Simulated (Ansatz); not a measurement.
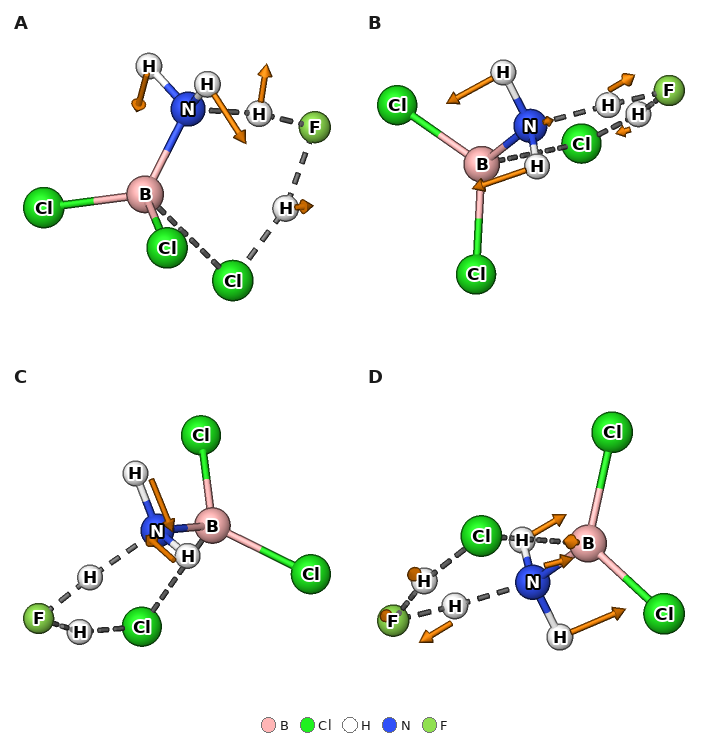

4 normal modes of one molecule or complex, as arrows. Broken sticks mark bonds that form or break. Harmonic vibrations computed with RKS PBE0-D4/def2-TZVP (Ansatz 0.2.0) at a stationary point of the same level. It is a saddle point of order 1.

**Match the panels to the wavenumbers 532 cm⁻¹, 962 cm⁻¹, 1602 cm⁻¹, 3519 cm⁻¹.**

A: 1602 cm⁻¹
B: 962 cm⁻¹
C: 3519 cm⁻¹
D: 532 cm⁻¹
